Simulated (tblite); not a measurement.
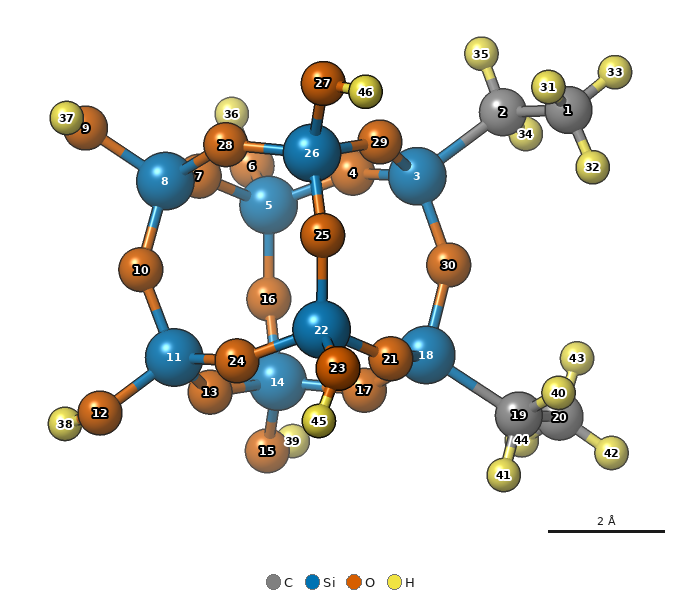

**Figure 1.** The structure as given in the input (ball-and-stick view, seen at a tilt; atoms are numbered from 1 in the order of the input).

# Geometry relaxation, with input and output: C4H16O18Si8

The run: geometry relaxation of C4H16O18Si8. Method and program: GFN2-xTB geometry optimisation, gas phase (tblite 0.8.0).

Input file
```
{"job": {"kind": "relax", "xc": "GFN2-xTB", "basis": "xTB"}, "charge": 0, "multiplicity": 1}
C      0.650700     4.244600     1.597000
C      0.014100     3.828200     0.270400
Si    -0.287600     1.946300     0.101300
O     -0.953400     1.668100    -1.386100
Si    -1.512400     0.519700    -2.405500
O     -2.012000     1.294900    -3.786700
O     -2.816100    -0.238900    -1.789400
Si    -3.342700    -1.182800    -0.558600
O     -4.958000    -1.463800    -0.798900
O     -2.599300    -2.641300    -0.554800
Si    -1.148100    -3.384100    -0.403300
O     -1.406200    -5.012000    -0.563600
O     -0.127300    -2.935300    -1.590500
Si     0.688000    -1.678100    -2.257900
O      1.546000    -2.242400    -3.547100
O     -0.337000    -0.535600    -2.818900
O      1.756200    -1.030000    -1.198400
Si     1.936900    -0.281100     0.251000
C      3.797400     0.053100     0.541900
C      4.459600     0.943300    -0.501900
O      1.377900    -1.228300     1.472400
Si     0.070900    -1.984400     2.100800
O      0.568300    -2.760100     3.481800
O     -0.500200    -3.131100     1.076600
O     -1.090800    -0.912700     2.520900
Si    -2.136300     0.206900     1.948700
O     -2.986000     0.787000     3.238500
O     -3.194400    -0.439100     0.887100
O     -1.322800     1.472100     1.289600
O      1.149600     1.167200     0.250200
H      0.013800     3.974700     2.447100
H      1.622000     3.776400     1.744200
H      0.787600     5.331800     1.617000
H      0.667900     4.138000    -0.544600
H     -0.940900     4.341300     0.148600
H     -2.898100     1.674400    -3.726100
H     -5.412700    -1.851100    -0.039500
H     -1.606200    -5.287000    -1.470600
H      1.831600    -1.563300    -4.167200
H      3.905700     0.512100     1.529800
H      4.311500    -0.918400     0.570700
H      5.522800     1.073900    -0.264000
H      3.993200     1.933100    -0.541800
H      4.391800     0.502100    -1.507400
H      0.972400    -3.624500     3.315400
H     -2.449700     0.955800     4.022000
```

The first line tells a small driver script what to run in tblite; the rest is the geometry in Å.

Machine: 2 CPU threads, shared host.

Run as:
```bash
OMP_NUM_THREADS=2 python <driver script> task.json out
```

Output
```
step      E/eV     max force
  0   -2868.49748    1.380
  1   -2868.69645    0.724
  2   -2868.82443    0.848
  3   -2868.91934    0.836
  4   -2868.98921    0.339
  5   -2869.00541    0.209
  6   -2869.02221    0.217
  7   -2869.03715    0.261
  8   -2869.04760    0.169
  9   -2869.05280    0.119
 10   -2869.05711    0.124
 11   -2869.06288    0.133
 12   -2869.06886    0.153
 13   -2869.07311    0.138
 14   -2869.07571    0.107
 15   -2869.07763    0.086
 16   -2869.07851    0.072
 17   -2869.07937    0.046
 18   -2869.08016    0.054
 19   -2869.08103    0.051
 20   -2869.08179    0.044
 21   -2869.08263    0.056
 22   -2869.08353    0.071
 23   -2869.08430    0.053
 24   -2869.08477    0.030
 25   -2869.08510    0.025
 26   -2869.08550    0.048
 27   -2869.08606    0.064
 28   -2869.08667    0.051
 29   -2869.08718    0.034
 30   -2869.08757    0.033
 31   -2869.08794    0.052
 32   -2869.08830    0.050
 33   -2869.08854    0.024
 34   -2869.08868    0.021
 35   -2869.08879    0.023
 36   -2869.08892    0.034
 37   -2869.08907    0.031
 38   -2869.08920    0.021
 39   -2869.08932    0.020
```

Trajectory as extended XYZ (Å, eV, eV/Å), 5 of the 24 frames kept, from step=0 to step=39
```
46
Properties=species:S:1:pos:R:3:forces:R:3 step=0 energy=-2868.49748
C     0.6507    4.2446    1.5970   -0.1380   0.2430   0.2600
C     0.0141    3.8282    0.2704   -0.0180  -0.5530   0.0340
Si   -0.2876    1.9463    0.1013   -0.1590  -0.3170  -0.0900
O    -0.9534    1.6681   -1.3861    0.1480  -0.3970   0.4150
Si   -1.5124    0.5197   -2.4055   -0.0100   0.4530  -0.6240
O    -2.0120    1.2949   -3.7867    0.0660  -0.5800   1.2040
O    -2.8161   -0.2389   -1.7894   -0.0950  -0.4440   0.6750
Si   -3.3427   -1.1828   -0.5586   -0.5830  -0.1100  -0.3370
O    -4.9580   -1.4638   -0.7989    1.1740   0.1300   0.5020
O    -2.5993   -2.6413   -0.5548    0.3890   0.4170   0.0760
Si   -1.1481   -3.3841   -0.4033   -0.1590  -0.5910   0.2200
O    -1.4062   -5.0120   -0.5636    0.1420   1.2250  -0.3450
O    -0.1273   -2.9353   -1.5905    0.3070   0.6750  -0.1990
Si    0.6880   -1.6781   -2.2579    0.1720  -0.2700  -0.1240
O     1.5460   -2.2424   -3.5471   -0.5880   0.5660   0.7500
O    -0.3370   -0.5356   -2.8189   -0.2860   0.2210   0.3430
O     1.7562   -1.0300   -1.1984   -0.4690   0.0000   0.1400
Si    1.9369   -0.2811    0.2510   -0.3330   0.1550  -0.0590
C     3.7974    0.0531    0.5419   -0.4230  -0.3290   0.0910
C     4.4596    0.9433   -0.5019    0.2310   0.1500  -0.3960
O     1.3779   -1.2283    1.4724   -0.3570   0.0780  -0.3000
Si    0.0709   -1.9844    2.1008    0.1280  -0.2270   0.5350
O     0.5683   -2.7601    3.4818   -0.2860   0.1920  -1.3370
O    -0.5002   -3.1311    1.0766   -0.1370   0.2630  -0.4420
O    -1.0908   -0.9127    2.5209    0.3660  -0.2980  -0.3850
Si   -2.1363    0.2069    1.9487   -0.1500   0.3650   0.1920
O    -2.9860    0.7870    3.2385    0.7970  -0.4300  -0.6890
O    -3.1944   -0.4391    0.8871    0.5040   0.1330   0.1730
O    -1.3228    1.4721    1.2896    0.0780  -0.4800  -0.2580
O     1.1496    1.1672    0.2502   -0.2680  -0.4010  -0.0890
H     0.0138    3.9747    2.4471    0.1310   0.0010  -0.2980
H     1.6220    3.7764    1.7442   -0.1120  -0.0300  -0.1050
H     0.7876    5.3318    1.6170    0.0010  -0.2000   0.0000
H     0.6679    4.1380   -0.5446   -0.0800   0.0900   0.0050
H    -0.9409    4.3413    0.1486    0.1270   0.0490  -0.0050
H    -2.8981    1.6744   -3.7261    0.4570  -0.1850  -0.1120
H    -5.4127   -1.8511   -0.0395    0.1700   0.2090  -0.4340
H    -1.6062   -5.2870   -1.4706    0.1210   0.0690   0.5930
H     1.8316   -1.5633   -4.1672   -0.0910  -0.3190   0.1770
H     3.9057    0.5121    1.5298    0.0840  -0.1110  -0.1550
H     4.3115   -0.9184    0.5707   -0.0490   0.3270   0.0420
H     5.5228    1.0739   -0.2640   -0.2460  -0.0070  -0.0580
H     3.9932    1.9331   -0.5418    0.0560  -0.2940   0.0710
H     4.3918    0.5021   -1.5074   -0.0390   0.1090   0.4270
H     0.9724   -3.6245    3.3154   -0.2530   0.5160   0.2060
H    -2.4497    0.9558    4.0220   -0.3190  -0.0640  -0.2910
46
Properties=species:S:1:pos:R:3:forces:R:3 step=6 energy=-2869.02221
C     0.6437    4.2380    1.5934    0.0030  -0.0050   0.0700
C     0.0128    3.7922    0.2734    0.0040   0.0240   0.0010
Si   -0.2910    1.9229    0.1012    0.0340   0.0310   0.0130
O    -0.9467    1.6251   -1.3506   -0.0140   0.0970   0.0520
Si   -1.5241    0.5063   -2.3599   -0.0170   0.1570  -0.1190
O    -1.9963    1.2470   -3.7168    0.0350  -0.0780   0.0610
O    -2.8052   -0.2546   -1.7421   -0.1720  -0.0050   0.0710
Si   -3.3100   -1.1757   -0.5276   -0.1770  -0.0260  -0.0280
O    -4.8824   -1.4429   -0.7815    0.0670   0.0630   0.0000
O    -2.5551   -2.5976   -0.5459   -0.0160  -0.0150  -0.0050
Si   -1.1318   -3.3406   -0.4211   -0.0370  -0.1680  -0.0130
O    -1.3861   -4.9287   -0.5631    0.0550   0.0420   0.0280
O    -0.1206   -2.8885   -1.5921    0.1030   0.0400  -0.1860
Si    0.6601   -1.6392   -2.2338    0.1170  -0.0100  -0.0780
O     1.4945   -2.2139   -3.4914   -0.0770  -0.0250   0.0480
O    -0.3596   -0.5161   -2.7852   -0.0840   0.1140  -0.0720
O     1.7113   -1.0194   -1.1780    0.0600   0.0590  -0.0430
Si    1.9114   -0.2759    0.2449    0.0580   0.0850  -0.0130
C     3.7635    0.0466    0.5343    0.0500  -0.0320   0.0430
C     4.4500    0.9371   -0.5014    0.0100   0.0510  -0.1000
O     1.3452   -1.2189    1.4332    0.0930  -0.0200  -0.0040
Si    0.0660   -1.9850    2.0494    0.1090  -0.0900   0.1170
O     0.5323   -2.7338    3.4036   -0.0590   0.0310  -0.0590
O    -0.5042   -3.1076    1.0383    0.0350  -0.1200  -0.0770
O    -1.0655   -0.9299    2.4833    0.1120  -0.1030   0.0710
Si   -2.0890    0.1882    1.9287   -0.0080   0.1190   0.1020
O    -2.9409    0.7481    3.1808   -0.0170  -0.0610  -0.0550
O    -3.1485   -0.4353    0.8958   -0.0310   0.0410   0.1750
O    -1.3051    1.4319    1.2632    0.0580   0.0600   0.0520
O     1.1190    1.1378    0.2407    0.1030   0.0850   0.0170
H     0.0099    3.9662    2.4332   -0.0010  -0.0370  -0.0360
H     1.6125    3.7685    1.7325    0.0020  -0.0520  -0.0090
H     0.7841    5.3206    1.6093   -0.0340  -0.0940  -0.0500
H     0.6543    4.1309   -0.5382    0.0490  -0.0530  -0.0780
H    -0.9253    4.3298    0.1494   -0.1030  -0.0400  -0.0080
H    -2.8599    1.6576   -3.7373    0.1140  -0.0660   0.0000
H    -5.3991   -1.8323   -0.0768    0.0640   0.0580  -0.0970
H    -1.5963   -5.2839   -1.4263    0.0370   0.0500   0.1280
H     1.8189   -1.5980   -4.1466   -0.0480  -0.0730   0.0640
H     3.9031    0.5006    1.5145   -0.0760   0.0230   0.0560
H     4.3011   -0.9006    0.5720   -0.0660  -0.0680  -0.0230
H     5.5070    1.0693   -0.2612   -0.1050  -0.0480   0.0290
H     3.9857    1.9186   -0.5335   -0.0500  -0.0210   0.0030
H     4.3819    0.4966   -1.4927   -0.0470  -0.0090   0.0300
H     0.9536   -3.5899    3.3330   -0.0750   0.1270   0.0080
H    -2.4815    0.9479    3.9950   -0.0600  -0.0360  -0.0850
46
Properties=species:S:1:pos:R:3:forces:R:3 step=17 energy=-2869.07937
C     0.6395    4.2194    1.5868   -0.0030  -0.0160  -0.0130
C     0.0095    3.7861    0.2638   -0.0080   0.0150  -0.0100
Si   -0.2776    1.9210    0.1131   -0.0030   0.0270   0.0090
O    -0.9650    1.6474   -1.3270    0.0080   0.0020  -0.0020
Si   -1.5326    0.5275   -2.3424   -0.0040  -0.0100   0.0220
O    -1.9771    1.2272   -3.7225    0.0130   0.0270  -0.0180
O    -2.8237   -0.2105   -1.7094    0.0150   0.0070  -0.0160
Si   -3.3080   -1.1621   -0.5103    0.0370   0.0180   0.0140
O    -4.8742   -1.4032   -0.7938    0.0010   0.0070  -0.0250
O    -2.5396   -2.5812   -0.5433   -0.0030  -0.0010   0.0010
Si   -1.1162   -3.3341   -0.4344    0.0210   0.0370  -0.0060
O    -1.3498   -4.9235   -0.5385    0.0010  -0.0020   0.0230
O    -0.1243   -2.8736   -1.6229    0.0030  -0.0030   0.0150
Si    0.6586   -1.6157   -2.2419   -0.0240   0.0200  -0.0090
O     1.4633   -2.2331   -3.4921   -0.0070  -0.0120  -0.0220
O    -0.3670   -0.4873   -2.7765    0.0020  -0.0040  -0.0130
O     1.7166   -0.9710   -1.2065   -0.0050  -0.0060   0.0000
Si    1.9127   -0.2592    0.2354    0.0230  -0.0110  -0.0030
C     3.7565    0.0409    0.5426    0.0070  -0.0030   0.0020
C     4.4303    0.9317   -0.5004   -0.0180  -0.0110   0.0120
O     1.3732   -1.2317    1.4127    0.0040   0.0120  -0.0030
Si    0.0913   -1.9918    2.0345    0.0000   0.0130  -0.0220
O     0.5094   -2.7178    3.4091    0.0230   0.0090   0.0270
O    -0.4524   -3.1185    1.0115    0.0010   0.0070   0.0190
O    -1.0337   -0.9351    2.4763   -0.0090  -0.0010   0.0140
Si   -2.0670    0.1856    1.9406    0.0130  -0.0300   0.0060
O    -2.9582    0.7172    3.1713   -0.0140  -0.0130   0.0160
O    -3.1416   -0.4453    0.9274    0.0050   0.0090  -0.0130
O    -1.2639    1.4316    1.3008   -0.0090  -0.0050   0.0040
O     1.1544    1.1734    0.2461   -0.0320  -0.0320  -0.0050
H     0.0012    3.9383    2.4184   -0.0180  -0.0100   0.0060
H     1.6037    3.7396    1.7232    0.0070  -0.0140  -0.0120
H     0.7805    5.2984    1.6040    0.0080   0.0020   0.0170
H     0.6501    4.1160   -0.5544   -0.0090   0.0010   0.0030
H    -0.9394    4.3077    0.1405    0.0000   0.0070  -0.0030
H    -2.8324    1.6468   -3.7620   -0.0170   0.0220  -0.0340
H    -5.4047   -1.8139   -0.1157   -0.0200   0.0030  -0.0080
H    -1.5857   -5.2964   -1.3843    0.0020  -0.0240   0.0050
H     1.8139   -1.6373   -4.1487    0.0190  -0.0100  -0.0350
H     3.8859    0.4934    1.5259    0.0010  -0.0090   0.0000
H     4.2761   -0.9163    0.5737    0.0110  -0.0070   0.0050
H     5.4836    1.0646   -0.2611    0.0070   0.0120  -0.0130
H     3.9541    1.9066   -0.5315   -0.0190   0.0090   0.0110
H     4.3510    0.4851   -1.4863   -0.0090  -0.0190  -0.0140
H     0.9379   -3.5682    3.3598    0.0160  -0.0250   0.0330
H    -2.5217    0.9410    3.9889   -0.0180   0.0090   0.0340
46
Properties=species:S:1:pos:R:3:forces:R:3 step=30 energy=-2869.08757
C     0.6361    4.2056    1.5880    0.0000   0.0000   0.0020
C     0.0006    3.7859    0.2636    0.0040  -0.0160   0.0070
Si   -0.2873    1.9200    0.1171   -0.0110  -0.0270   0.0080
O    -0.9698    1.6546   -1.3272    0.0100  -0.0040   0.0060
Si   -1.5304    0.5424   -2.3551    0.0100   0.0060   0.0070
O    -1.9623    1.2593   -3.7321   -0.0020  -0.0170   0.0230
O    -2.8163   -0.2019   -1.7205   -0.0050   0.0030  -0.0020
Si   -3.2961   -1.1487   -0.5142    0.0090  -0.0100  -0.0180
O    -4.8611   -1.3860   -0.8144    0.0230   0.0070   0.0140
O    -2.5276   -2.5687   -0.5407    0.0010  -0.0030   0.0010
Si   -1.1048   -3.3237   -0.4263   -0.0070   0.0090   0.0200
O    -1.3379   -4.9156   -0.5116    0.0070   0.0310  -0.0100
O    -0.1208   -2.8635   -1.6215    0.0040  -0.0030   0.0180
Si    0.6562   -1.6081   -2.2571   -0.0110  -0.0120   0.0070
O     1.4436   -2.2401   -3.5126   -0.0010   0.0130   0.0190
O    -0.3681   -0.4780   -2.7910    0.0110   0.0150   0.0030
O     1.7193   -0.9716   -1.2190   -0.0140  -0.0050  -0.0070
Si    1.9126   -0.2688    0.2295   -0.0240  -0.0010  -0.0180
C     3.7560    0.0319    0.5407   -0.0120   0.0020  -0.0080
C     4.4166    0.9284   -0.5051   -0.0010   0.0010  -0.0030
O     1.3806   -1.2362    1.4136   -0.0020   0.0080  -0.0040
Si    0.1031   -1.9918    2.0500    0.0060   0.0080  -0.0040
O     0.5390   -2.7050    3.4277   -0.0140   0.0020  -0.0280
O    -0.4459   -3.1129    1.0242    0.0010  -0.0010   0.0060
O    -1.0275   -0.9388    2.4921    0.0140   0.0090   0.0020
Si   -2.0624    0.1804    1.9559   -0.0070  -0.0070  -0.0120
O    -2.9688    0.6931    3.1852    0.0170   0.0030  -0.0140
O    -3.1305   -0.4404    0.9277    0.0000   0.0070  -0.0190
O    -1.2671    1.4327    1.3139   -0.0020  -0.0150   0.0020
O     1.1384    1.1567    0.2432   -0.0110  -0.0070  -0.0020
H    -0.0034    3.9200    2.4183    0.0090   0.0020  -0.0120
H     1.5974    3.7161    1.7154   -0.0110   0.0060   0.0020
H     0.7849    5.2840    1.6160    0.0070  -0.0160   0.0130
H     0.6405    4.1131   -0.5559    0.0040   0.0060   0.0060
H    -0.9453    4.3137    0.1425    0.0000  -0.0120   0.0090
H    -2.8257    1.6606   -3.7947    0.0150  -0.0010   0.0000
H    -5.4068   -1.7941   -0.1464    0.0070   0.0080  -0.0110
H    -1.5735   -5.3061   -1.3498    0.0040   0.0010   0.0130
H     1.8198   -1.6610   -4.1707   -0.0090  -0.0070   0.0070
H     3.8823    0.4831    1.5250    0.0070   0.0030  -0.0070
H     4.2825   -0.9220    0.5717   -0.0090   0.0030  -0.0100
H     5.4713    1.0716   -0.2747   -0.0150   0.0110  -0.0140
H     3.9287    1.8986   -0.5305    0.0080  -0.0110  -0.0030
H     4.3328    0.4800   -1.4909   -0.0020   0.0060   0.0140
H     0.9451   -3.5678    3.3942   -0.0010   0.0150   0.0040
H    -2.5503    0.9384    4.0066   -0.0050  -0.0090  -0.0070
46
Properties=species:S:1:pos:R:3:forces:R:3 step=39 energy=-2869.08932
C     0.6369    4.1978    1.5923    0.0000  -0.0040   0.0050
C    -0.0002    3.7804    0.2686   -0.0010   0.0010   0.0040
Si   -0.2904    1.9165    0.1216    0.0010  -0.0060  -0.0080
O    -0.9700    1.6577   -1.3247   -0.0040  -0.0050   0.0010
Si   -1.5257    0.5473   -2.3557    0.0090  -0.0010  -0.0100
O    -1.9539    1.2609   -3.7346    0.0000   0.0020   0.0020
O    -2.8132   -0.1994   -1.7285    0.0080  -0.0050  -0.0010
Si   -3.2908   -1.1452   -0.5216    0.0010  -0.0080  -0.0080
O    -4.8556   -1.3755   -0.8244    0.0060  -0.0060   0.0080
O    -2.5257   -2.5669   -0.5400   -0.0010  -0.0030  -0.0020
Si   -1.1025   -3.3196   -0.4175   -0.0080  -0.0010   0.0070
O    -1.3303   -4.9118   -0.4988   -0.0040   0.0090  -0.0080
O    -0.1195   -2.8607   -1.6134   -0.0100  -0.0010   0.0020
Si    0.6525   -1.6081   -2.2584    0.0090  -0.0130   0.0120
O     1.4387   -2.2463   -3.5107   -0.0030   0.0050   0.0010
O    -0.3618   -0.4703   -2.7931    0.0030  -0.0120   0.0040
O     1.7186   -0.9726   -1.2238    0.0050   0.0020   0.0050
Si    1.9098   -0.2701    0.2235   -0.0050   0.0010   0.0080
C     3.7516    0.0318    0.5344    0.0040   0.0010  -0.0030
C     4.4097    0.9300   -0.5108   -0.0030   0.0020  -0.0070
O     1.3846   -1.2359    1.4118   -0.0060  -0.0050   0.0010
Si    0.1080   -1.9870    2.0527   -0.0080   0.0030   0.0100
O     0.5387   -2.6979    3.4322    0.0030   0.0010  -0.0030
O    -0.4454   -3.1109    1.0331   -0.0050   0.0090  -0.0010
O    -1.0209   -0.9333    2.4967   -0.0100   0.0040  -0.0040
Si   -2.0625    0.1766    1.9562   -0.0060   0.0140  -0.0100
O    -2.9741    0.6888    3.1811    0.0040  -0.0040  -0.0010
O    -3.1255   -0.4374    0.9200   -0.0020  -0.0080  -0.0010
O    -1.2686    1.4313    1.3187    0.0040   0.0050  -0.0060
O     1.1341    1.1529    0.2421   -0.0010  -0.0010   0.0000
H    -0.0036    3.9108    2.4209    0.0090   0.0050   0.0060
H     1.5968    3.7055    1.7179   -0.0030   0.0040   0.0060
H     0.7889    5.2755    1.6235    0.0010  -0.0130   0.0080
H     0.6377    4.1096   -0.5515    0.0010   0.0060   0.0010
H    -0.9482    4.3045    0.1501    0.0000   0.0130   0.0080
H    -2.8152    1.6654   -3.8000    0.0040   0.0060  -0.0010
H    -5.4023   -1.7844   -0.1582   -0.0080   0.0000  -0.0030
H    -1.5675   -5.3052   -1.3348    0.0000  -0.0070   0.0020
H     1.8123   -1.6687   -4.1714   -0.0020  -0.0040  -0.0060
H     3.8797    0.4809    1.5191    0.0060   0.0000   0.0000
H     4.2753   -0.9235    0.5617    0.0120   0.0030  -0.0050
H     5.4642    1.0775   -0.2830   -0.0130   0.0020  -0.0100
H     3.9184    1.8983   -0.5354    0.0060  -0.0020  -0.0060
H     4.3242    0.4802   -1.4955    0.0060   0.0100  -0.0020
H     0.9490   -3.5586    3.4023    0.0050   0.0050   0.0030
H    -2.5585    0.9283    4.0055   -0.0050  -0.0050   0.0040
```

Key numbers

- outcome: converged
- total energy: −2869.0893 eV
- HOMO: −10.89 eV
- LUMO: −3.88 eV
- point group: C2
- dipole moment: 0.89 D
- wall time: 3.9 s (CPU time 5.2 s)
- peak memory: 0.18 GiB
